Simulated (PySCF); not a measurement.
# P10Tm (Tm(P5)2+): the cost of one run

Method: B3LYP, Tm lcecp-1-SVP with ECP58, P def2-SVP; scalar-relativistic core potentials, no spin–orbit coupling; program: PySCF 2.14.0.

2 further runs of the same task are left out: 2 for a known fault of the program.

### Step 1. The starting structure

11 atoms, charge 1, spin multiplicity 1.

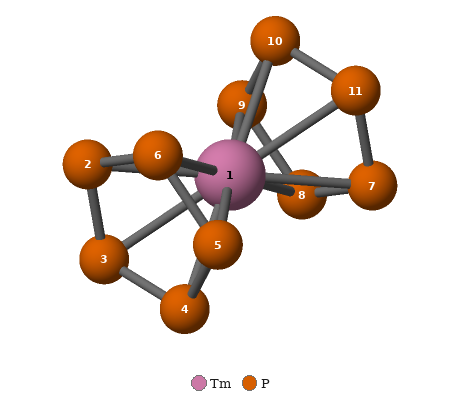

The geometry (thulium pink, phosphorus orange); atoms are numbered from 1 in the order of the file.

Coordinates:

```xyz
11
charge 1, multiplicity 1
Tm    0.0000    0.0000    0.0000
P     0.0000    1.8308    2.4123
P    -1.7412    0.5657    2.4123
P    -1.0761   -1.4811    2.4123
P     1.0761   -1.4811    2.4123
P     1.7412    0.5657    2.4123
P     0.0000   -1.8308   -2.4123
P    -1.7412   -0.5657   -2.4123
P    -1.0761    1.4811   -2.4123
P     1.0761    1.4811   -2.4123
P     1.7412   -0.5657   -2.4123
```

Formal oxidation states: Tm +3. Each metal's 12 4f electrons lie in its core potential, so multiplicities, spins and levels count the valence alone. An earlier session relaxed this geometry at B3LYP, Tm lcecp-1-SVP with ECP58, P def2-SVP (singlet, point group D5d).

Its energy there is -3451.402893 Eh.

### Step 2. Atoms moved at random, σ = 0.06 Å

Contents of run.py (the lines that set the calculation):

```python
mol = gto.M(atom='''
Tm    -0.03351     0.01901    -0.06939
P      0.13803     1.84121     2.40166
P     -1.77105     0.49264     2.43234
P     -1.06264    -1.44751     2.29954
P      0.95080    -1.33987     2.47935
P      1.85644     0.43764     2.45975
P      0.04966    -1.89760    -2.41777
P     -1.67730    -0.56894    -2.34828
P     -1.04626     1.47210    -2.47435
P      0.93349     1.52250    -2.37093
P      1.66233    -0.53117    -2.39193''',
    basis={'Tm': 'lcecp-1-SVP', 'P': 'def2-SVP'},
    ecp={'Tm': 'lcecp-1-SVP'},
    charge=1, spin=0)
mf = dft.RKS(mol, xc='B3LYP')
mf.grids.atom_grid = (50, 194)  # f atoms: unpruned, at least (60, 302)
mf = mf.density_fit()  # fitting sets: Tm AutoAux, P def2-universal-JKFIT
mf.conv_tol = 1e-08; mf.max_cycle = 55
mf.kernel(dm0)  # dm0: the density of the relaxed state
```

Launch:

```bash
OMP_NUM_THREADS=4 python run.py
```

**Question.** How long does this run take on 4 threads of Intel Xeon 6975P-C (Granite Rapids), shared host?

About 16 s.
